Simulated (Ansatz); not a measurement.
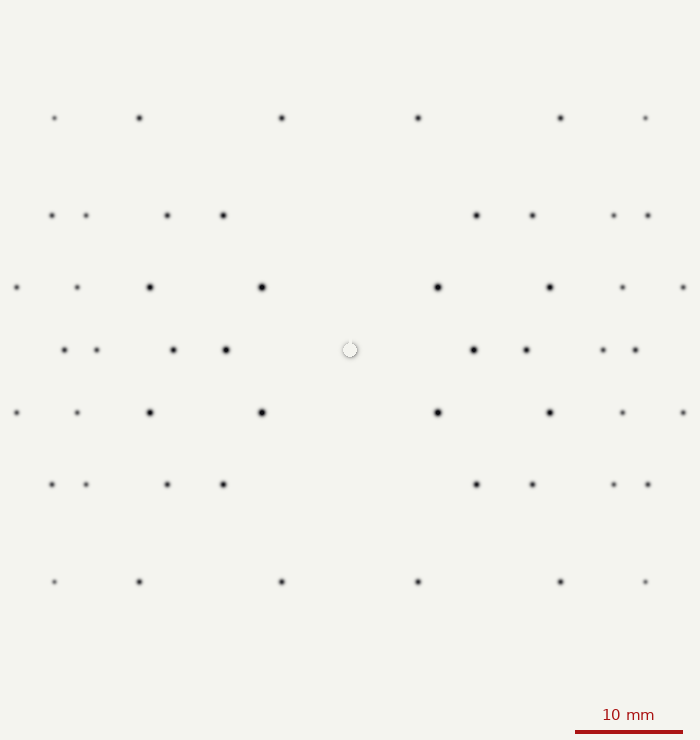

Simulated X-ray rotation photograph: Mo Kα radiation (λ = 0.7107 Å), cylindrical film of radius 28.65 mm unrolled, rotation axis vertical and normal to the beam, kinematic intensities without Lorentz or polarisation factors, the film spanning ±63° about the beam; spots down to d = 0.68 Å.

Q: Measure the layer lines and find the identity period along the axis.

A: The first layer line lies 5.9 mm from the equator, so tan ν = 0.206, sin ν = 0.202 and the period is λ/sin ν = 3.52 Å. Further lines follow at 12.7, 21.8 mm.

The crystal is Cu, space group Fm-3m (No. 225), a = 3.52 Å. Structure: the input geometry of an electronic-structure calculation (not necessarily at equilibrium).

Q: About which axis was it rotated?

A: About [001] (or an equivalent direction), whose length in the conventional cell is 3.518 Å.
